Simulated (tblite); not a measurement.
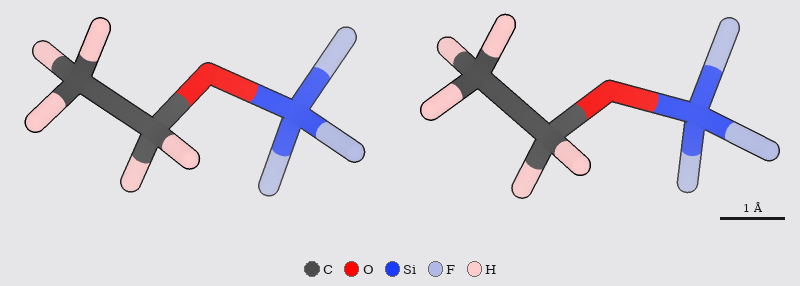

Two geometries of C$_{2}$H$_{5}$F$_{3}$OSi, drawn at one scale. One is the start of a relaxation, the other its converged end. Style: stick. Shown at a tilt.

Theory: tblite 0.8.0, GFN2-xTB geometry optimisation, gas phase. 

Which one is relaxed?

Answer. The right one is the relaxed one. Over 38 geometry steps the energy falls by 22.1 kJ/mol. The largest moves after the best rigid fit, 0.32 Å, are those of F atoms. By element the largest moves are F 0.32 Å, O 0.28 Å, H 0.20 Å, C 0.15 Å, Si 0.03 Å. Near-neighbour distances that change, for instance: O–Si 1.646 → 1.577 Å, F–Si 1.607 → 1.584 Å, F–Si 1.594 → 1.574 Å, C–H 1.103 → 1.086 Å. Among the angles between lasting bonds that change: C–O–Si 118.3° → 135.1°, O–Si–F 108.3° → 115.2°, O–Si–F 109.0° → 115.3°. Cost: 0.2 s on 1 thread of Arm Neoverse V1, on a shared host.
